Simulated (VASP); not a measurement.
Band structure of LaSb (space group Fm-3m). Calculation: PBEsol GGA, VASP's PBE PAW potentials (set 64) (plane waves; VASP).

Unless said otherwise, spin-orbit coupling is left out, though it shifts the bands of the heavy elements here.

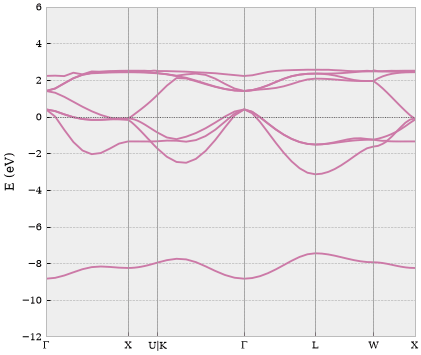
Bands along high-symmetry lines, zero at the valence-band maximum or, without a gap, the Fermi level

Question: Read the plot: is there a gap, and where are the band edges?

Answer: It has no gap at this level: it comes out as a metal or semimetal.

The structure was generated: LaSb was put into an ordered model structure, which need not be its known phase. The cell was not relaxed at this level. The k-mesh is coarse (spacing up to 0.34 per Å, 2π included), so the numbers may not be converged in it.
